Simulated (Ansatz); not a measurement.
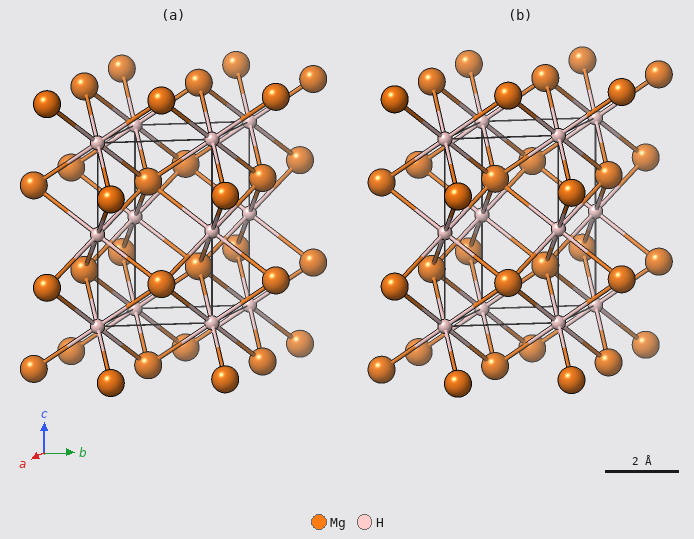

The structure of solid MgH (set up in P6_3/mmc) (coarse preliminary run) before (left) and after (right) a relaxation, at one scale.

A ball-and-stick model of the cell of the calculation, seen slightly off an axis.

Case: 2 H put on empty site 1 of 1 host cells, relaxed.

Computed with Ansatz, DFT PBE, scalar-relativistic, plane waves, PAW.

Input
```yaml
crystal:
  lattice:
    - [3.2146377191, 0.0, 0.0]
    - [-1.6073188596, 2.7839579287, 0.0]
    - [0.0, 0.0, 5.1244855918]
  atoms:
    - { symbol: Mg, position: [0.3333333333, 0.6666666667, 0.25] }
    - { symbol: Mg, position: [0.6666666667, 0.3333333333, 0.75] }
    - { symbol: H, position: [0.0, 0.0, 0.0] }
    - { symbol: H, position: [0.0, 0.0, 0.5] }
basis:
  ecutwfc: 420
kpoints:
  mp_grid: { grid: [6, 6, 4] }
hamiltonian:
  xc: pbe
scf:
  occupations: { method: gaussian, width: 0.1 }
output:
  forces: true
  stress: true
  eigenvalues: true
relax:
  adjacent_minimum: "off"
  f_tol: 0.0325
  max_steps: 70
  cell: { stress_tol: 0.24 }
```

Command:
```bash
ansatz run input.yaml --threads 2 --pin off --max-ram 5120MiB --backend cpu --events-out ev --progress --plain --runs-dir out
```

### What changed between the two?

The atoms keep their places relative to the cell (all moves are under 0.005 Å). The drawn cell changes as follows: a = b 3.215 → 3.190 Å (−0.8 %), c 5.124 → 5.229 Å (+2.0 %); the volume changes by +0.5 %. The space group stays P6_3/mmc (No. 194). After 3 accepted moves (4 points after the start) the energy has fallen by 2.0 meV per atom. All forces vanish by symmetry, so only the cell relaxes. The pressure goes from 0.21 to −0.04 GPa. The SCF was repeated once at an unchanged geometry on a basis and grid sized afresh for the cell, which shifted the energy by less than 0.05 meV per atom at most.
